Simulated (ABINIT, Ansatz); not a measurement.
# BN (F-43m): from Born charge to LO-TO splitting

How high does the longitudinal optical mode of BN (F-43m) lie, given the transverse one, the Born charge and ε∞?

Calculated with ABINIT 10.8.3; DFT LDA, scalar-relativistic, plane waves, PseudoDojo norm-conserving pseudopotentials.

## 1. Set-up

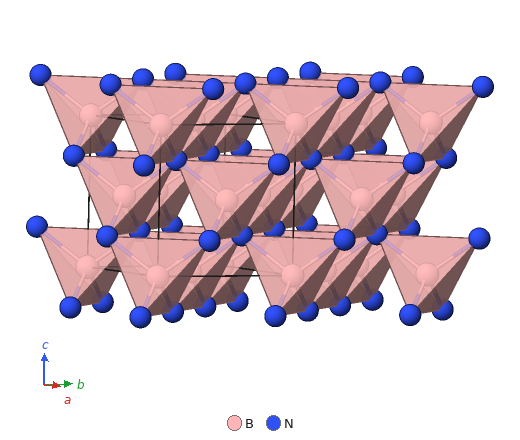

Start, viewed slightly off an axis; boron pink, nitrogen blue. 1×2×1 cells are drawn. This picture shows the conventional cell, with its axes. Some periodic images of atoms are drawn too.

This is the cell after its relaxation at this level of theory, not the database cell from which that began.

## 2. What the response run gave

A linear-response run on the relaxed cell, with the response to an electric field; only its zone-centre results are used. Cutoff 36 Ha, k mesh 8×8×8 with shifts.

Numbers of over 12 decimals in the logs are rounded to 6 here.

What it wrote:

```text
[banners, grids, parts of the stress and lines that vanish by symmetry left out]
- input  file    -> dfpt_gamma.abi
- output file    -> dfpt_gamma.abo
- root for input  files -> dfpt_gammai
[...]
DATASET    1 : space group F-4 3 m (#216); Bravais cF (face-center cubic)
[...]
nfft =       19683          nkpt =        1024
[...]
DATASET    2 : space group F-4 3 m (#216); Bravais cF (face-center cubic)
[...]
nfft =       19683          nkpt =        1024
[...]
== DATASET  1 ==================================================================
[...]
cutoff_energies: {ecut:  36.0, pawecutdg:  -1.0, }
[...]
-  7.00000   5.00000  180309                  znucl, zion, pspdat
[...]
Perturbation : derivative vs k along direction   1
[...]
-ETOT  1  -21.276123353203     -2.128E+01 3.761E+00 0.000E+00
 ETOT  2  -21.343240279641     -6.712E-02 1.630E-01 0.000E+00
 ETOT  3  -21.343706172308     -4.659E-04 2.634E-04 0.000E+00
 ETOT  4  -21.343710883229     -4.711E-06 2.743E-06 0.000E+00
 ETOT  5  -21.343710940215     -5.699E-08 9.441E-08 0.000E+00
[...]
At SCF step   13   max residual=  1.00E-20 < tolwfr=  1.00E-20 =>converged.
[...]
Perturbation : derivative vs k along direction   2
[...]
-ETOT  1  -21.276123351598     -2.128E+01 3.761E+00 0.000E+00
[...]
At SCF step   13   max residual=  1.00E-20 < tolwfr=  1.00E-20 =>converged.
[...]
Perturbation : derivative vs k along direction   3
[...]
-ETOT  1  -21.276123349993     -2.128E+01 3.761E+00 0.000E+00
[...]
At SCF step   13   max residual=  1.00E-20 < tolwfr=  1.00E-20 =>converged.
[...]
1        1       1.1231791120    0.0000000000
     1        2       0.5615895560    0.0000000000
     1        3       0.5615895560   -0.0000000000
     2        1       0.5615895560    0.0000000000
     2        2       1.1231791121   -0.0000000000
     2        3       0.5615895560   -0.0000000000
     3        1       0.5615895560   -0.0000000000
     3        2       0.5615895560   -0.0000000000
     3        3       1.1231791121   -0.0000000000
[...]
== DATASET  2 ==================================================================
[...]
cutoff_energies: {ecut:  36.0, pawecutdg:  -1.0, }
[...]
Perturbation : displacement of atom   1   along direction   1
[...]
-ETOT  1   6.298077     -1.334E+02 7.286E-01 4.720E+02
[...]
At SCF step    8       vres2   =  8.19E-11 < tolvrs=  1.00E-10 =>converged.
[...]
At SCF step    8       vres2   =  8.45E-13 < tolvrs=  1.00E-10 =>converged.
[...]
-ETOT  1   1.628337     -1.002E+01 2.588E+00 1.195E+03
[...]
ETOT  7   1.283073     -1.995E-11 6.134E-12 2.608E-10
 ETOT  8   1.283073     -2.167E-13 1.682E-13 7.999E-13
 At SCF step    8       vres2   =  8.00E-13 < tolvrs=  1.00E-10 =>converged.
[...]
Dielectric tensor, in cartesian coordinates,
[...]
1    4   1    4         4.5068986793        -0.0000000000
   1    4   2    4        -0.0000000000        -0.0000000000
   1    4   3    4        -0.0000000000        -0.0000000000
   2    4   1    4        -0.0000000000        -0.0000000000
   2    4   2    4         4.5068986793        -0.0000000000
   2    4   3    4        -0.0000000000        -0.0000000000
   3    4   1    4        -0.0000000000        -0.0000000000
   3    4   2    4        -0.0000000000        -0.0000000000
   3    4   3    4         4.5068986793        -0.0000000000
  Effective charges, in cartesian coordinates,
[...]
1    1   1    4         1.8785099513         0.0000000000
   2    1   1    4        -0.0000000000         0.0000000000
   3    1   1    4         0.0000000000         0.0000000000
   1    2   1    4        -1.8785000658         0.0000000000
   2    2   1    4        -0.0000000000         0.0000000000
[...]
Effective charges, in cartesian coordinates,
[...]
Rigid-atom elastic tensor , in cartesian coordinates,
[...]
Rigid-atom proper piezoelectric tensor, in cartesian coordinates,
[...]
2    4   2    6         0.0172758721         0.0000000000
   2    4   3    6         0.0000000000         0.0000000000
   3    4   1    5         0.0000000000         0.0000000000
   3    4   2    5         0.0000000000         0.0000000000
   3    4   3    5         0.0000000000         0.0000000000
   3    4   1    6         0.0000000000         0.0000000000
   3    4   2    6         0.0000000000         0.0000000000
   3    4   3    6         0.0172758721         0.0000000000
  Phonon wavevector (reduced coordinates) :  0.00000  0.00000  0.00000
 Phonon energies in Hartree :
[...]
Phonon frequencies in cm-1    :
-  6.286771E-01  6.286772E-01  6.286774E-01  1.068350E+03  1.068350E+03
-  1.068350E+03
  Phonon at Gamma, with non-analyticity in the
[...]
Phonon energies in Hartree :
[...]
Phonon frequencies in cm-1    :
-  6.286771E-01  6.286772E-01  6.286797E-01  1.068350E+03  1.068350E+03
-  1.300363E+03
  Phonon at Gamma, with non-analyticity in the
[...]
Phonon energies in Hartree :
[...]
Phonon frequencies in cm-1    :
-  6.286771E-01  6.286774E-01  6.286795E-01  1.068350E+03  1.068350E+03
-  1.300363E+03
  Phonon at Gamma, with non-analyticity in the
[...]
Phonon energies in Hartree :
[...]
Phonon frequencies in cm-1    :
-  6.286772E-01  6.286774E-01  6.286794E-01  1.068350E+03  1.068350E+03
-  1.300363E+03
[...]
fcart2     0.0000000000E+00  0.0000000000E+00  0.0000000000E+00
           strten2     0.0000000000E+00  0.0000000000E+00  0.0000000000E+00
================================================================================
```

| quantity | value |
| --- | --- |
| cell volume Ω (Å³) | 11.490 |
| mass of B (u) | 10.810 |
| mass of N (u) | 14.007 |
| Born charge of B, raw (e) | 1.879 |
| Born charge of N, raw (e) | -1.879 |
| ε∞ | 4.507 |
| ω(TO) after the sum rule (cm⁻¹) | 1068.3 |

## 3. The calculation

The charges must sum to zero over the cell; taking off their mean, 0.000 e, leaves Z* = 1.879 e on B. In the polar mode B moves against N, so the reduced mass is μ = 10.81 × 14.01 / 24.82 = 6.101 u.

A longitudinal wave builds up a field that adds to the restoring force: ω(LO)² = ω(TO)² + 4π Z*² / (μ Ω ε∞), in Hartree atomic units. With μ = 11122 electron masses and Ω = 77.54 bohr³ the second term is 1.1410e-05 Ha², or 549592 cm⁻² (1 Ha = 219474.6 cm⁻¹).

So ω(LO) = √(1141372 + 549592) = 1300.4 cm⁻¹, and by the Lyddane-Sachs-Teller relation ε₀ = ε∞ (ω(LO)/ω(TO))² = 6.68.

## 4. Check against the program

The analysis program adds the same non-analytic term to the full matrix.

What it wrote:

```text
[banners, grids, parts of the stress and lines that vanish by symmetry left out]
-outvars_anaddb: echo values of input variables ----------------------

 Flags :
[...]
Dielectric Tensor and Effective Charges
[...]
Effective charge tensors after
[...]
Phonon wavevector (reduced coordinates) :  0.00000  0.00000  0.00000
 Phonon energies in Hartree :
[...]
Phonon energies in meV     :
-  0.000000E+00  0.000000E+00  0.000000E+00  1.324586E+02  1.324586E+02
-  1.324586E+02
 Phonon frequencies in cm-1    :
-  0.000000E+00  0.000000E+00  0.000000E+00  1.068350E+03  1.068350E+03
-  1.068350E+03
 Phonon frequencies in Thz     :
-  0.000000E+00  0.000000E+00  0.000000E+00  3.202834E+01  3.202834E+01
-  3.202834E+01
 Phonon energies in Kelvin  :
-  0.000000E+00  0.000000E+00  0.000000E+00  1.537118E+03  1.537118E+03
-  1.537118E+03
[...]
-  1  0.00000000E+00  2.51501227E-06  4.70152463E-03
-     0.00000000E+00  0.00000000E+00  0.00000000E+00
-  2  0.00000000E+00  2.51501284E-06  4.70152571E-03
-     0.00000000E+00  0.00000000E+00  0.00000000E+00
[...]
-  1  3.22956656E-07  4.70152462E-03 -2.51501227E-06
-     0.00000000E+00  0.00000000E+00  0.00000000E+00
-  2  3.22956730E-07  4.70152570E-03 -2.51501285E-06
-     0.00000000E+00  0.00000000E+00  0.00000000E+00
[...]
-  1  4.70152529E-03 -3.22956679E-07  0.00000000E+00
-     0.00000000E+00  0.00000000E+00  0.00000000E+00
-  2  4.70152637E-03 -3.22956753E-07  0.00000000E+00
-     0.00000000E+00  0.00000000E+00  0.00000000E+00
[...]
-  1  2.88634876E-07  1.20019112E-06 -5.35148689E-03
-     0.00000000E+00  0.00000000E+00  0.00000000E+00
-  2 -2.22780671E-07 -9.26358543E-07  4.13050513E-03
-     0.00000000E+00  0.00000000E+00  0.00000000E+00
[...]
-  1  2.69203154E-07 -5.35148689E-03 -1.20017660E-06
-     0.00000000E+00  0.00000000E+00  0.00000000E+00
-  2 -2.07782442E-07  4.13050513E-03  9.26347336E-07
-     0.00000000E+00  0.00000000E+00  0.00000000E+00
[...]
-  1  5.35148701E-03  2.69138415E-07  2.88695243E-07
-     0.00000000E+00  0.00000000E+00  0.00000000E+00
-  2 -4.13050523E-03 -2.07732473E-07 -2.22827265E-07
-     0.00000000E+00  0.00000000E+00  0.00000000E+00
[...]
-     1         -0.000000    -0.000000    -0.000000     0.000000
-     2         -0.000000    -0.000000     0.000000     0.000000
-     3         -0.000000     0.000000    -0.000000     0.000000
-     4          0.000142     0.000591    -2.634852     2.634852
-     5          0.000133    -2.634852    -0.000591     2.634852
-     6          2.634852     0.000133     0.000142     2.634852
[...]
-   1     Real    0.0000E+00  0.0000E+00  0.0000E+00  0.0000E+00  0.0000E+00  0.0000E+00  0.0000E+00
[...]
-  1  0.00000000E+00  2.52298031E-06  4.70152463E-03
-     0.00000000E+00  0.00000000E+00  0.00000000E+00
-  2  0.00000000E+00  2.52298088E-06  4.70152570E-03
-     0.00000000E+00  0.00000000E+00  0.00000000E+00
[...]
Phonon at Gamma, with non-analyticity in the
[...]
Phonon energies in Hartree :
[...]
Phonon energies in meV     :
-  0.000000E+00  0.000000E+00  0.000000E+00  1.324586E+02  1.324586E+02
-  1.612244E+02
 Phonon frequencies in cm-1    :
-  0.000000E+00  0.000000E+00  0.000000E+00  1.068350E+03  1.068350E+03
-  1.300363E+03
 Phonon frequencies in Thz     :
-  0.000000E+00  0.000000E+00  0.000000E+00  3.202834E+01  3.202834E+01
-  3.898389E+01
 Phonon energies in Kelvin  :
-  0.000000E+00  0.000000E+00  0.000000E+00  1.537118E+03  1.537118E+03
-  1.870932E+03
[...]
Phonon at Gamma, with non-analyticity in the
[...]
Phonon energies in Hartree :
[...]
Phonon energies in meV     :
-  0.000000E+00  0.000000E+00  0.000000E+00  1.324586E+02  1.324586E+02
-  1.612244E+02
 Phonon frequencies in cm-1    :
-  0.000000E+00  0.000000E+00  0.000000E+00  1.068350E+03  1.068350E+03
-  1.300363E+03
 Phonon frequencies in Thz     :
-  0.000000E+00  0.000000E+00  0.000000E+00  3.202834E+01  3.202834E+01
-  3.898389E+01
 Phonon energies in Kelvin  :
-  0.000000E+00  0.000000E+00  0.000000E+00  1.537118E+03  1.537118E+03
-  1.870932E+03
[...]
-  1  2.93429480E-05 -4.70059236E-03 -8.89454789E-05
-     0.00000000E+00  0.00000000E+00  0.00000000E+00
-  2  2.93430727E-05 -4.70059331E-03 -8.89453813E-05
-     0.00000000E+00  0.00000000E+00  0.00000000E+00
[...]
-  1  4.70138781E-03  2.89441292E-05  2.13463182E-05
-     0.00000000E+00  0.00000000E+00  0.00000000E+00
-  2  4.70138877E-03  2.89440180E-05  2.13462052E-05
-     0.00000000E+00  0.00000000E+00  0.00000000E+00
[...]
-  1  1.05933457E-03  3.14151296E-03 -4.20084753E-03
-     0.00000000E+00  0.00000000E+00  0.00000000E+00
-  2 -8.17639469E-04 -2.42475329E-03  3.24239275E-03
-     0.00000000E+00  0.00000000E+00  0.00000000E+00
[...]
-  1  4.23911381E-03 -3.03696756E-03 -1.20214625E-03
-     0.00000000E+00  0.00000000E+00  0.00000000E+00
-  2 -3.27192829E-03  2.34406070E-03  9.27867595E-04
-     0.00000000E+00  0.00000000E+00  0.00000000E+00
[...]
Direction                     Dielectric constant
[...]
Elastic Tensor (clamped ion) (unit:10^2GP):
[...]
Elastic Tensor (relaxed ion) (unit:10^2GP):
[...]
Calculation of the tensor related to piezoelectric effetc
[...]
Proper piezoelectric constants (clamped ion) (unit:c/m^2)
[...]
Proper piezoelectric constants (relaxed ion) (unit:c/m^2)
[...]
0.00000000      0.69943045     -0.00000000
      0.00000000     -0.00000000      0.69943045
-
```

| quantity | by hand | program |
| --- | --- | --- |
| ω(LO) (cm⁻¹) | 1300.4 | 1300.4 |
| ε₀ | 6.68 | 6.68 |

## 5. Summary of results

* TO mode: 1068 cm⁻¹
* LO mode: 1300 cm⁻¹
* static dielectric constant: 6.677

**Reading.** The LO mode of BN (F-43m) lies at 1300 cm⁻¹, 232 cm⁻¹ above the TO mode; the formula meets the program within 0.1 cm⁻¹, as it must for a cubic crystal with one polar mode. ω(LO)² − ω(TO)² goes with Z*²/ε∞: an error of 5 % in ε∞ would move the LO mode by 10.1 cm⁻¹, and semilocal functionals tend to overestimate ε∞. These are harmonic values at zero temperature, at the volume of this functional, for the structure held cubic; stability elsewhere in the zone is no part of this calculation.

[Host names and launcher messages were left out of these logs when they were recorded.]

[Logs are printed without paths, hosts, clocks, repeated set-up lines and the standing remarks that a program may print on its own settings, such as how far it seeks lower states.]

[Hosts, paths, dates, database ids (printed as entryN), source tags and the programs' standing remarks are cut or masked in the printed files.]
